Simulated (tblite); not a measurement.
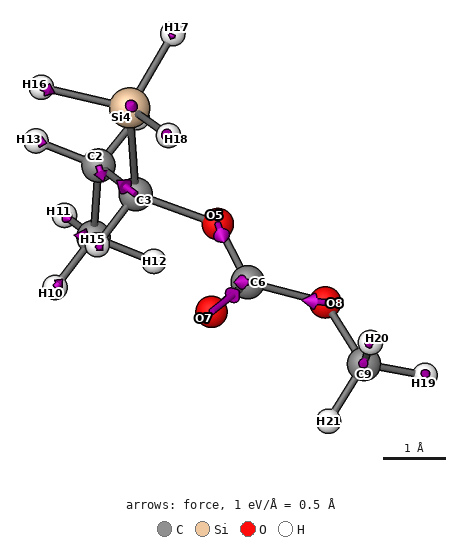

Starting geometry of C5H12O3Si with the computed forces as purple arrows. The picture is a ball-and-stick view, seen from a free direction.

Method: tblite 0.8.0, GFN2-xTB geometry optimisation, gas phase. 

Is this structure relaxed? If not, where do the atoms go?

It isn't relaxed: the largest force vector, on an O atom, is 1.90 eV/Å. The final displacements have little in common with the starting forces (cosine between the two patterns 0.26). The atom that moves furthest after the best rigid fit is an H atom (0.18 Å). By element the largest moves are H 0.18 Å, O 0.12 Å, C 0.09 Å, Si 0.08 Å. Near-neighbour distances that change, for instance: C–C 1.557 → 1.523 Å, H–Si 1.494 → 1.464 Å, C–O 1.348 → 1.319 Å, C–O 1.360 → 1.339 Å. Bond angles that change, for instance: Si–C–O 114.9° → 107.0°, Si–C–H 106.2° → 110.6°, C–C–Si 111.1° → 114.6°. The energy falls by 16.1 kJ/mol in 58 geometry steps.
